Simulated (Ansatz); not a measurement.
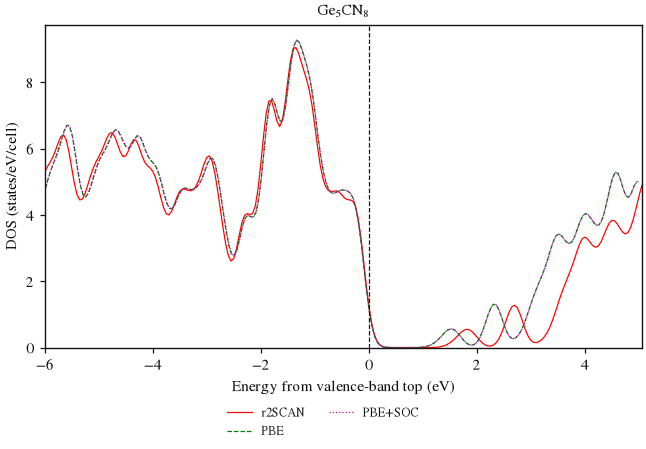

Total densities of states of Ge₅CN₈, space group Pm, 14 atoms in the cell, beta-nitride host type, by three methods on the same cell. The curves are built from the levels of the k mesh with Gaussians 0.3 eV wide, which also blur the band edges. Each is counted from its own valence-band top.

> How do the methods compare?

r2SCAN gives a gap of 1.50 eV, PBE gives a gap of 1.21 eV and PBE+SOC gives a gap of 1.21 eV.

Settings. r2SCAN: DFT, r2SCAN, plane waves, PAW, no spin polarisation, 4×8×4 k mesh, 500 eV cutoff (Ansatz 0.2.0). PBE: DFT, PBE, plane waves, PAW, no spin polarisation, 4×8×4 k mesh, 420 eV cutoff, Fermi-Dirac smearing of 0.02 eV (Ansatz 0.2.0). PBE+SOC: DFT, PBE with spin-orbit coupling, plane waves, PAW, 4×8×4 k mesh, 420 eV cutoff, Fermi-Dirac smearing of 0.02 eV (Ansatz).
